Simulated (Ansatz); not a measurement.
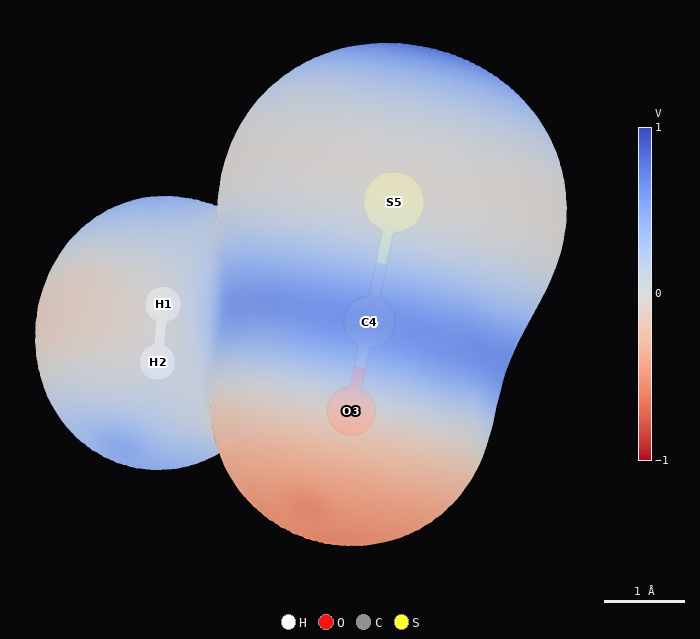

Figure 1: H₂···COS. The molecular electrostatic potential painted on the density surface at 0.001 e/bohr³, seen at a tilt; the colour scale runs from red (negative) to blue (positive).

Geometry: PBE0-D4/def2-TZVP.

Level of theory: Ansatz 0.2.0, RKS PBE0-D4/def2-TZVPPD.

```xyz
5

H     0.4395    0.2094   -1.9018
H    -0.1650   -0.2222   -1.9767
O    -1.1092   -0.7288    1.0031
C    -0.1983   -0.0726    1.2624
S     1.0330    0.8143    1.6130
```

Which sites attract a positive test charge, and which a negative one?

A positive charge is drawn to the negative regions and a negative charge to the positive ones. The most negative region (about −0.5 V) lies over O3, the most positive (about +0.8 V) over S5.
